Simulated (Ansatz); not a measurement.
# How fast states decay through Be2SnO4

Wanted: the relaxed cell of Be2SnO4, its band edges and its decay constants. It is built by putting Be for Sr in the Sr2SnO4 structure of space group I4/mmm, with the volume rescaled by atomic radii. The parent structure comes from the Materials Project.

Method: PBEsol DFT, plane waves, PAW files, in the first sound run; inputs show where later runs differ, in Ansatz 0.2.0.

The structure was built from a prototype and need not be the compound's stable phase.

### 1. The starting structure

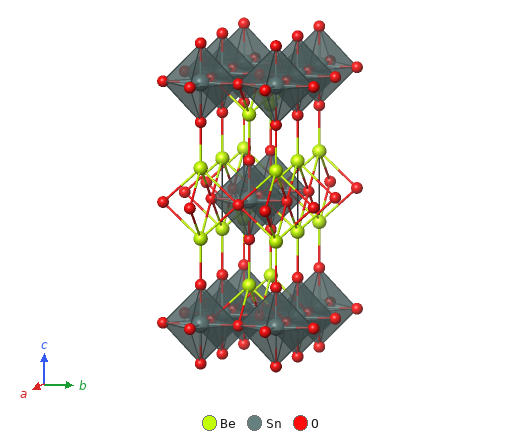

Start, viewed slightly off an axis; beryllium green, tin teal, oxygen red. 2×1×1 cells are drawn. This picture shows the conventional cell, with its axes. Some periodic images of atoms are drawn too.

### 2. Relaxing the new crystal

The substituted atoms don't fit the parent's cell, so cell and atoms relax together. A small smearing keeps the run stable in case the gap closes on the way.

input.yaml

```yaml
crystal:
  lattice:
    - [-1.6716382986, 1.6716382986, 5.1977445927]
    - [1.6716382986, -1.6716382986, 5.1977445927]
    - [1.6716382986, 1.6716382986, -5.1977445927]
  atoms:
    - { symbol: Be, position: [0.64618372, 0.64618372, 0.0] }
    - { symbol: Be, position: [0.35381628, 0.35381628, 0.0] }
    - { symbol: Sn, position: [0.0, 0.0, 0.0] }
    - { symbol: O, position: [0.83664279, 0.83664279, 0.0] }
    - { symbol: O, position: [0.16335721, 0.16335721, 0.0] }
    - { symbol: O, position: [0.5, 0.0, 0.5] }
    - { symbol: O, position: [0.0, 0.5, 0.5] }
kpoints:
  mp_grid: { grid: [10, 10, 10] }
scf:
  occupations: { method: gaussian, width: 0.03 }
hamiltonian:
  xc: pbesol
output:
  forces: true
  stress: true
relax:
  f_tol: 0.02
  max_steps: 60
  cell: {}
```

Started as:

```bash
$ ansatz run input.yaml --threads 2 --pin off --max-ram 4096MiB --backend cpu --events-out ev --progress --plain --runs-dir out
```

Numbers of over 12 decimals in the logs are rounded to 6 here.

Output:

```text
basis.fft_grid_basis auto: the FFT boxes are laid along the combinations [[1, 0, 1], [0, 1, 1], [0, 0, 1]] of the cell's own vectors, 3.343, 3.343 and 5.710 Å long. The dense box has 24×24×40 points. Along the cell's own vectors, as sized, it would have 40×40×40, 2.78 times as many. Of the 16 symmetry operations that the crystal satisfies within crystal.symmetry.tolerance (time reversal apart; of a slab, those that k [...]
Engine: ansatz 0.2.0, aarch64-unknown-linux-gnu
Pseudopotentials: kind: paw
Pseudopotential: Be, paw, valence charge 2, recommended cutoff 420 eV (normal), Be.paw.azcp
Pseudopotential: Sn, paw, valence charge 14, recommended cutoff 420 eV (normal), Sn.paw.azcp
Pseudopotential: O, paw, valence charge 6, recommended cutoff 420 eV (normal), O.paw.azcp
Functional definition: PBEsol
  exchange = pbesol_x
  correlation = pbesol_c
Crystal: 7 atoms, lattice volume = 58.098 Å³
Basis set: ecut = 420 eV, 1165 PW (Γ), FFT grids on a1+a3, a2+a3, a3, exchange–correlation on 48×48×80 points (8 copies of the dense FFT grid, shifted against one another)
Bands: 28, of which v1, the nominal top of the filled ones, is band 21 counted from 1 (20 counted from 0)
Symmetry: 16 space group operations
Space group: I4/mmm (ITA 139), of the structure as read, at distance tolerance 3.9e-5 Å
k-points: 102 of 1000
Non-local potential: Be, projectors of the file, l = 0: 2, l = 1: 2, l = 2: 1
Non-local potential: Sn, projectors of the file, l = 0: 2, l = 1: 2, l = 2: 2, l = 3: 2
Non-local potential: O, projectors of the file, l = 0: 2, l = 1: 2, l = 2: 1
PAW form: soft (Blöchl's): semilocal exchange-correlation on the pseudo side does not see the compensation charge
PAW frozen core: Be, regenerated for the run's functional, and the local potential with it (the file was generated under x = pbe(κ = 0.804, μ = 0.219515), c = pbe(β = 0.066725))
PAW frozen core: Sn, regenerated for the run's functional, and the local potential with it (the file was generated under x = pbe(κ = 0.804, μ = 0.219515), c = pbe(β = 0.066725))
PAW frozen core: O, regenerated for the run's functional, and the local potential with it (the file was generated under x = pbe(κ = 0.804, μ = 0.219515), c = pbe(β = 0.066725))
PAW one-centre angular grid: Be, 110 points (default); XC on 64 Gauss nodes
PAW one-centre angular grid: Sn, 590 points (default); XC on 64 Gauss nodes
PAW one-centre angular grid: O, 110 points (default); XC on 64 Gauss nodes
Initial density: superposition of atomic densities (neutral atoms: chi_scale 0, normalization atom), corrected by the library's trained network
Initial wavefunctions: pseudopotential atomic-orbital guess
Functional: x = pbesol(κ = 0.804, μ = 0.123457), c = pbesol(β = 0.046)
SCF iter   1: F=—  HF=-8357.610942 eV  |F-HF|=—  |Δ(HF+E_count)|=         —  Δρ=1.95e-2  dr2=1.63e-1  ethr=1.77e-3  ⟨swp⟩=7.6  Hψ=15803  notcnv=0  defer=4
preconditioner: auto → Kerker (q_TF=auto, 2.585 Å⁻¹)  [metal: Δε(μ)=0.032 eV  Ē_g=16.932 eV  σ=0.030 eV  W_gap=0.45  n_scr=12 (ndim 8)  ℏωp=31.6 eV  f_vac=0.001  D(μ)=0.21/eV (n_scr^D=0)]
SCF iter   2: F=—  HF=-8357.562890 eV  |F-HF|=—  |Δ(HF+E_count)|=   4.81e-2  Δρ=5.01e-3  dr2=1.09e-2  ethr=3.89e-4  ⟨swp⟩=3.2  Hψ=5949  notcnv=0  defer=218
SCF iter   3: F=—  HF=-8357.560606 eV  |F-HF|=—  |Δ(HF+E_count)|=   2.28e-3  Δρ=2.41e-3  dr2=2.53e-3  ethr=2.59e-5  ⟨swp⟩=2.5  Hψ=4534  notcnv=0  defer=218
SCF iter   4: F=—  HF=-8357.559915 eV  |F-HF|=—  |Δ(HF+E_count)|=   6.91e-4  Δρ=7.63e-4  dr2=3.10e-4  ethr=6.01e-6  ⟨swp⟩=2.5  Hψ=4836  notcnv=0  defer=218
SCF iter   5: F=—  HF=-8357.559847 eV  |F-HF|=—  |Δ(HF+E_count)|=   6.86e-5  Δρ=2.54e-4  dr2=4.31e-5  ethr=7.37e-7  ⟨swp⟩=3.0  Hψ=4955  notcnv=0  defer=218
SCF iter   6: F=—  HF=-8357.560377 eV  |F-HF|=—  |Δ(HF+E_count)|=   5.30e-4  Δρ=6.21e-5  dr2=7.76e-6  ethr=1.03e-7  ⟨swp⟩=2.3  Hψ=4734  notcnv=0  defer=218
SCF iter   7: F=—  HF=-8357.560374 eV  |F-HF|=—  |Δ(HF+E_count)|=   2.38e-6  Δρ=2.44e-5  dr2=1.46e-6  ethr=1.85e-8  ⟨swp⟩=2.4  Hψ=3700  notcnv=0  defer=218
SCF iter   8: F=—  HF=-8357.560374 eV  |F-HF|=—  |Δ(HF+E_count)|=   5.87e-7  Δρ=1.22e-5  dr2=1.46e-7  ethr=3.48e-9  ⟨swp⟩=2.7  Hψ=4968  notcnv=0  defer=218
SCF iter   9: F=-8357.560374 eV  HF=-8357.560374 eV  |F-HF|=1.54e-9  |Δ(HF+E_count)|=   2.96e-8  Δρ=2.89e-6  dr2=6.00e-9  ethr=2.38e-10  ⟨swp⟩=6.1  Hψ=10997  notcnv=0
SCF 1 converged in 9 iterations: F = -8357.560374 eV  dr2 = 6.00e-9
  greatest PAW one-centre occupation: 1.004 electrons in one spin orbital (limit 2), on the Sn atom at site 2 (counted from 0), in its partial waves of l = 2
relax step   1: F+E_penalty+E_count = -8357.56037384 eV  Δ(F+E_penalty+E_count) = +0.000e0 eV  max|allowed force component| = 1.767e1 eV/Å  Δτ_max = 0.0000 Å  P = +143.062 GPa  Ω = 58.098 Å³  (9 SCF iters, dr2 threshold 1.00e-7 eV, accepted)
Crystal: 7 atoms, lattice volume = 64.823 Å³
Basis set: ecut = 420 eV, 1265 PW (Γ), FFT grids on a1+a3, a2+a3, a3, exchange–correlation on 48×48×80 points (8 copies of the dense FFT grid, shifted against one another)
Initial density: handed on by an earlier stage of this run
Initial wavefunctions: those handed on with the density
iter 1 solved again at ethr=3.10e-3 eV; its pass at ethr=3.10e-3 eV (dr2=1.30e0 eV) is discarded
SCF iter   1: F=—  HF=-8365.859342 eV  |F-HF|=—  |Δ(HF+E_count)|=         —  Δρ=4.51e-2  dr2=1.30e0  ethr=3.10e-3  ⟨swp⟩=1.0  Hψ=18467  notcnv=0
preconditioner: auto → Resta (q_TF=auto, 2.538 Å⁻¹)  ε∞=4.5  [insulator: Δε(μ)=0.062 eV  Ē_g=15.913 eV  σ=0.030 eV  W_gap=0.69  n_scr=24 (ndim 8)  ℏωp=29.9 eV  f_vac=0.000  D(μ)=0.33/eV (n_scr^D=0)  ε∞_Penn≈4.5]
SCF iter   2: F=—  HF=-8365.566415 eV  |F-HF|=—  |Δ(HF+E_count)|=   2.93e-1  Δρ=1.79e-2  dr2=2.80e-1  ethr=3.10e-3  ⟨swp⟩=3.0  Hψ=5012  notcnv=0
SCF iter   3: F=—  HF=-8365.489533 eV  |F-HF|=—  |Δ(HF+E_count)|=   7.69e-2  Δρ=2.90e-3  dr2=1.59e-2  ethr=6.68e-4  ⟨swp⟩=3.1  Hψ=6044  notcnv=0  defer=154
SCF iter   4: F=—  HF=-8365.483690 eV  |F-HF|=—  |Δ(HF+E_count)|=   5.84e-3  Δρ=7.62e-4  dr2=6.22e-4  ethr=3.77e-5  ⟨swp⟩=2.4  Hψ=4504  notcnv=0  defer=161
SCF iter   5: F=—  HF=-8365.483457 eV  |F-HF|=—  |Δ(HF+E_count)|=   2.33e-4  Δρ=3.38e-4  dr2=6.55e-5  ethr=1.48e-6  ⟨swp⟩=3.3  Hψ=5530  notcnv=0  defer=161
SCF iter   6: F=—  HF=-8365.483435 eV  |F-HF|=—  |Δ(HF+E_count)|=   2.18e-5  Δρ=6.78e-5  dr2=4.56e-6  ethr=1.56e-7  ⟨swp⟩=2.2  Hψ=4349  notcnv=0  defer=161
SCF iter   7: F=-8365.483434 eV  HF=-8365.483434 eV  |F-HF|=1.29e-7  |Δ(HF+E_count)|=   1.06e-6  Δρ=1.76e-5  dr2=2.12e-7  ethr=1.67e-9  ⟨swp⟩=5.8  Hψ=11262  notcnv=0
SCF 2 converged in 7 iterations: F = -8365.483434 eV  dr2 = 2.12e-7
[...]
relax step   6: F+E_penalty+E_count = -8371.69751135 eV  Δ(F+E_penalty+E_count) = -2.513e-1 eV  max|allowed force component| = 6.432e-1 eV/Å  Δτ_max = 0.0220 Å  P = -2.026 GPa  Ω = 73.141 Å³  energy of the carried Pulay correction = -1.439e-1 eV  (6 SCF iters, dr2 threshold 7.00e-7 eV, accepted)
relax step   7: F+E_penalty+E_count = -8371.71502921 eV  Δ(F+E_penalty+E_count) = -1.752e-2 eV  max|allowed force component| = 1.876e-1 eV/Å  Δτ_max = 0.0432 Å  P = -0.603 GPa  Ω = 73.404 Å³  energy of the carried Pulay correction = -1.462e-1 eV  (6 SCF iters, dr2 threshold 7.00e-7 eV, accepted)
relax step   8: F+E_penalty+E_count = -8371.72351613 eV  Δ(F+E_penalty+E_count) = -8.487e-3 eV  max|allowed force component| = 3.341e-2 eV/Å  Δτ_max = 0.0231 Å  P = -0.157 GPa  Ω = 72.947 Å³  energy of the carried Pulay correction = -1.423e-1 eV  (6 SCF iters, dr2 threshold 7.00e-7 eV, accepted)
relax step   9: F+E_penalty+E_count = -8371.72403798 eV  Δ(F+E_penalty+E_count) = -5.218e-4 eV  max|allowed force component| = 2.360e-3 eV/Å  Δτ_max = 0.0010 Å  P = -0.019 GPa  Ω = 72.892 Å³  energy of the carried Pulay correction = -1.418e-1 eV  (6 SCF iters, dr2 threshold 8.14e-8 eV, accepted)
relax step  10: F+E_penalty+E_count = -8372.44402005 eV  Δ(F+E_penalty+E_count) = -7.200e-1 eV  max|allowed force component| = 8.782e-3 eV/Å  Δτ_max = 0.0000 Å  P = +8.708 GPa  Ω = 72.892 Å³  stress off target by 1.25e1 GPa  SCF on the basis re-selected at this cell (its energy is not comparable with the rows above)  (7 SCF iters)
relax step  11: F+E_penalty+E_count = -8372.58173863 eV  Δ(F+E_penalty+E_count) = -1.377e-1 eV  max|allowed force component| = 7.143e-2 eV/Å  Δτ_max = 0.0150 Å  P = +2.259 GPa  Ω = 75.672 Å³  energy of the carried Pulay correction = -1.615e-2 eV  (6 SCF iters, dr2 threshold 7.00e-7 eV, accepted)
relax step  12: F+E_penalty+E_count = -8372.58791268 eV  Δ(F+E_penalty+E_count) = -6.174e-3 eV  max|allowed force component| = 1.024e-2 eV/Å  Δτ_max = 0.0131 Å  P = +0.271 GPa  Ω = 76.539 Å³  energy of the carried Pulay correction = -2.217e-2 eV  (6 SCF iters, dr2 threshold 7.00e-7 eV, accepted)
relax step  13: F+E_penalty+E_count = -8372.58683550 eV  Δ(F+E_penalty+E_count) = +1.077e-3 eV  max|allowed force component| = 2.854e-3 eV/Å  Δτ_max = 0.0021 Å  P = -0.005 GPa  Ω = 76.713 Å³  energy of the carried Pulay correction = -2.341e-2 eV  (5 SCF iters, dr2 threshold 2.99e-7 eV, accepted)
relax step  14: F+E_penalty+E_count = -8372.61409007 eV  Δ(F+E_penalty+E_count) = -2.725e-2 eV  max|allowed force component| = 6.115e-3 eV/Å  Δτ_max = 0.0000 Å  P = +0.092 GPa  Ω = 76.713 Å³  stress off target by 2.76e-1 GPa  SCF on the basis re-selected at this cell (its energy is not comparable with the rows above)  (7 SCF iters)
relax step  15: F+E_penalty+E_count = -8372.61410515 eV  Δ(F+E_penalty+E_count) = -1.508e-5 eV  max|allowed force component| = 7.209e-3 eV/Å  Δτ_max = 0.0038 Å  P = -0.015 GPa  Ω = 76.749 Å³  energy of the carried Pulay correction = -1.998e-4 eV  (5 SCF iters, dr2 threshold 1.90e-7 eV, accepted)
iter 1 solved again at ethr=7.74e-7 eV; its pass at ethr=3.10e-3 eV (dr2=3.25e-4 eV) is discarded
SCF iter   1: F=—  HF=-8372.614293 eV  |F-HF|=—  |Δ(HF+E_count)|=         —  Δρ=4.13e-5  dr2=1.27e-7  ethr=7.74e-7  ⟨swp⟩=3.1  Hψ=21407  notcnv=0
eigensolver tolerance schedule: the retry pair's looser diagonalisation over-reported the residual by 2557.76 of it (diagonalisation noise at 1.77 of the residual, at the tolerance the schedule requests for it); recorded, not acted on — ethr = c·dr2/N_el stays at c = 1.0e-1
preconditioner: auto → none  [insulator: Δε(μ)=0.212 eV  Ē_g=16.343 eV  σ=0.030 eV  W_gap=1.00  n_scr=14 (ndim 8)  ℏωp=27.5 eV  f_vac=0.013  D(μ)=0.00/eV (n_scr^D=0)  ε∞_Penn≈3.8]
SCF iter   2: F=—  HF=-8372.614308 eV  |F-HF|=—  |Δ(HF+E_count)|=   1.52e-5  Δρ=2.09e-5  dr2=4.50e-8  ethr=3.02e-10  ⟨swp⟩=3.1  Hψ=5982  notcnv=0
SCF iter   3: F=—  HF=-8372.614309 eV  |F-HF|=—  |Δ(HF+E_count)|=   1.05e-6  Δρ=1.08e-5  dr2=2.89e-8  ethr=1.07e-10  ⟨swp⟩=2.0  Hψ=4378  notcnv=0
SCF iter   4: F=—  HF=-8372.614310 eV  |F-HF|=—  |Δ(HF+E_count)|=   2.42e-7  Δρ=2.58e-6  dr2=2.03e-9  ethr=6.87e-11  ⟨swp⟩=2.1  Hψ=4004  notcnv=0
SCF iter   5: F=—  HF=-8372.614310 eV  |F-HF|=—  |Δ(HF+E_count)|=   1.19e-8  Δρ=9.93e-7  dr2=2.06e-10  ethr=4.84e-12  ⟨swp⟩=2.0  Hψ=4318  notcnv=0
SCF iter   6: F=-8372.614310 eV  HF=-8372.614310 eV  |F-HF|=1.11e-10  |Δ(HF+E_count)|=   2.19e-9  Δρ=2.97e-7  dr2=2.01e-11  ethr=1.00e-12  ⟨swp⟩=5.0  Hψ=10105  notcnv=0
SCF 16 converged in 6 iterations: F = -8372.614310 eV  dr2 = 2.01e-11
relax step  16: F+E_penalty+E_count = -8372.61430972 eV  Δ(F+E_penalty+E_count) = -2.046e-4 eV  max|allowed force component| = 7.083e-3 eV/Å  Δτ_max = 0.0000 Å  P = -0.013 GPa  Ω = 76.749 Å³  stress off target by 4.92e-2 GPa  SCF on the basis re-selected at this cell (its energy is not comparable with the rows above)  (6 SCF iters)
basis re-selected at this cell: Δ(F+E_penalty+E_count) = -2.046e-4 eV, ΔP = +0.002 GPa vs the last step (what re-selecting the basis moved, of the pressure what is left beyond the Pulay correction that the steps carried, after the strain that the cell walked since its last selection, with what the two solves' SCF thresholds leave and, on support functions, any second-order correction that the steps lacked; it is no m [...]
SCF converged after 6 iterations
Free energy (F): -8372.614310 eV
Harris-Foulkes:  -8372.614310 eV  (|F-HF|=1.11e-10)
Internal energy: -8372.614310 eV  (E = F + TS)
E sigma→0 (E₀):  -8372.614310 eV
Fermi energy:    6.424036 eV
--- Per-component energies (eV) ---
  E_band       = -152.634299
  E_kinetic    = 926.731253
  E_local      = -2756.302529  (includes V_loc(G=0)·N_el)
  E_nonlocal   = 176.049661
  E_hartree    = 1263.439890
  E_xc         = -703.294030
  E_vxc        = -504.949142  (∫ρ·V_xc dr)
  E_paw        = -4802.640958  (= ΣΔE_a)
  E_vpaw       = -521.053161  (= ΣTr[D̂ρ^β])
  E_aug_tail   = 0.009782  (compensation charges beyond the density's cutoff)
  E_ewald      = -2477.052432
  E_core_change = 0.445054  (= ΣΔE_core)
  E_smearing   = -0.000000  (= −TS)
  E_closure    = -0.000000  (closes the sum)
  Σ components = -8372.614310   (vs F -8372.614310, Δ=0.00e0)
--- Forces (eV/Å), atoms counted from 1 ---
  atom   1  Be     0.00000000    -0.00000000     0.00708324
  atom   2  Be     0.00000000    -0.00000000    -0.00708324
  atom   3  Sn    -0.00000000     0.00000000    -0.00000000
  atom   4  O     -0.00000000    -0.00000000    -0.00127517
  atom   5  O      0.00000000     0.00000000     0.00127517
  atom   6  O      0.00000000     0.00000000    -0.00000000
  atom   7  O      0.00000000     0.00000000     0.00000000
  max |Σ_I F_I| component: 4.77e-18 eV/Å
--- Stress (GPa, compression-positive) ---
        0.005599       0.000000      -0.000000
        0.000000       0.005599      -0.000000
        0.000000      -0.000000      -0.049197
  P = ⅓ Tr σ = -0.0127 GPa (-0.127 kbar)
--- Relaxed structure (13 steps of the walk, 13 accepted, 3 SCFs on fresh bases) ---
  F+E_penalty+E_count = -8372.61430972 eV   max|allowed force component| = 7.083e-3 eV/Å   (the final SCF, on the basis selected at the relaxed cell)
  cell:  # Å, volume = 76.7489 Å³
    - [-2.033404, 2.033404, 4.640500]
    - [2.033404, -2.033404, 4.640500]
    - [2.033404, 2.033404, -4.640500]
  atoms:
    - { symbol: Be, position: [0.639492, 0.639492, 0] }
    - { symbol: Be, position: [0.360508, 0.360508, 0] }
    - { symbol: Sn, position: [-1.6448881640277378e-18, -1.6448881640277416e-18, 0] }
    - { symbol: O, position: [0.789616, 0.789616, 0] }
    - { symbol: O, position: [0.210384, 0.210384, 0] }
    - { symbol: O, position: [0.5, -1.6448881640277457e-18, 0.5] }
    - { symbol: O, position: [-1.6448881640277378e-18, 0.5, 0.5] }
```

Wall time 61 s (2 threads of Arm Neoverse V2, shared host); peak memory 0.48 GiB; 2 min of CPU time.

The steps of the relaxation:

| step | energy less that of the first step (eV) | largest force component (eV/Å) | pressure (GPa) | volume (Å³) |
| --- | --- | --- | --- | --- |
| 1 | 0.0000 | 17.6733 | 143.06 | 58.10 |
| 2 | -7.9231 | 7.9964 | 60.66 | 64.82 |
| 3 | -12.5561 | 2.3708 | 34.43 | 68.02 |
| 4 | -13.6453 | 3.0105 | 19.39 | 70.12 |
| 5 | -13.8858 | 2.2196 | -11.09 | 75.75 |
| 6 | -14.1371 | 0.6432 | -2.03 | 73.14 |
| 7 | -14.1547 | 0.1876 | -0.60 | 73.40 |
| 8 | -14.1631 | 0.0334 | -0.16 | 72.95 |
| 9 | -14.1637 | 0.0024 | -0.02 | 72.89 |
| 10* | -14.8836 | 0.0088 | 8.71 | 72.89 |
| 11 | -15.0214 | 0.0714 | 2.26 | 75.67 |
| 12 | -15.0275 | 0.0102 | 0.27 | 76.54 |
| 13 | -15.0265 | 0.0029 | -0.01 | 76.71 |
| 14* | -15.0537 | 0.0061 | 0.09 | 76.71 |
| 15 | -15.0537 | 0.0072 | -0.01 | 76.75 |
| 16* | -15.0539 | 0.0071 | -0.01 | 76.75 |

Relaxation steps marked * repeat the geometry before them on a plane-wave basis chosen anew for their cell, so energy and pressure can jump there.

The run keeps the 16 symmetry operations that it works with, so distortions that break them were not tested.

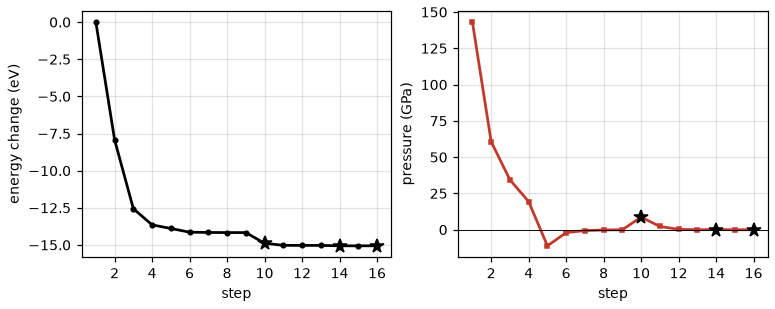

Energy and pressure along the relaxation. Stars mark steps on a basis chosen anew.

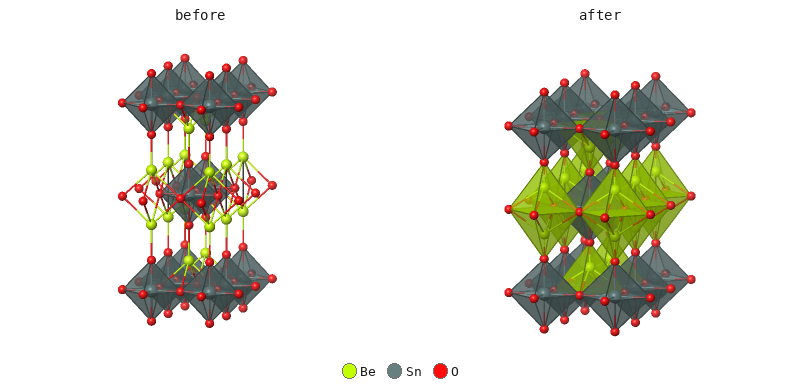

Before and after, at one scale.

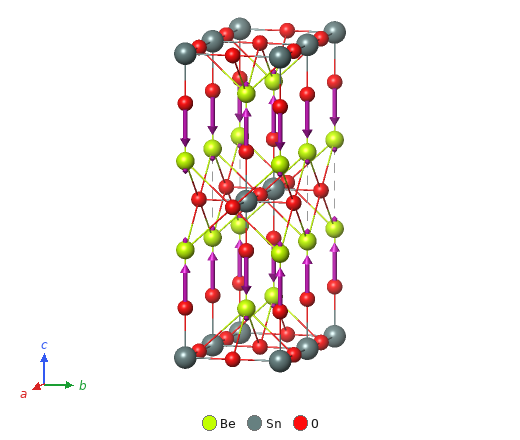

Displacements in the relaxation, exaggerated, measured against the changing cell; the longest in the cell stands for 0.44 Å. 2×1×1 conventional cells are drawn. Some periodic images of atoms are drawn too.

| cell as run | before | after | change |
| --- | --- | --- | --- |
| a (Å) | 5.710 | 5.459 | -4.4 % |
| b (Å) | 5.710 | 5.459 | -4.4 % |
| c (Å) | 5.710 | 5.459 | -4.4 % |
| α (°) | 145.95 | 136.26 | -6.6 % |
| β (°) | 145.95 | 136.26 | -6.6 % |
| γ (°) | 48.91 | 63.57 | +30.0 % |
| volume (Å³/atom) | 8.30 | 10.96 | +32.1 % |

The atoms that moved most (Å, as changes of fractional coordinates times the final cell):

| atom | dx | dy | dz | length |
| --- | --- | --- | --- | --- |
| O4 | 0.000 | 0.000 | -0.436 | 0.436 |
| O5 | 0.000 | 0.000 | 0.436 | 0.436 |
| Be2 | 0.000 | 0.000 | 0.062 | 0.062 |
| Be1 | 0.000 | 0.000 | -0.062 | 0.062 |

Numbers from this step:

| Quantity | Value |
| --- | --- |
| free energy | -8372.6143 eV |
| Fermi energy | 6.424 eV |
| pressure | -0.01267 GPa |

The largest force component on a free atom ends at 0.0071 eV/Å.

(Part 1 of 3 ends here.)

[Logs are printed without paths, hosts, clocks, repeated set-up lines and the standing remarks that a program may print on its own settings, such as how far it seeks lower states.]

[Hosts, paths, dates, database ids (printed as entryN), source tags and the programs' standing remarks are cut or masked in the printed files.]
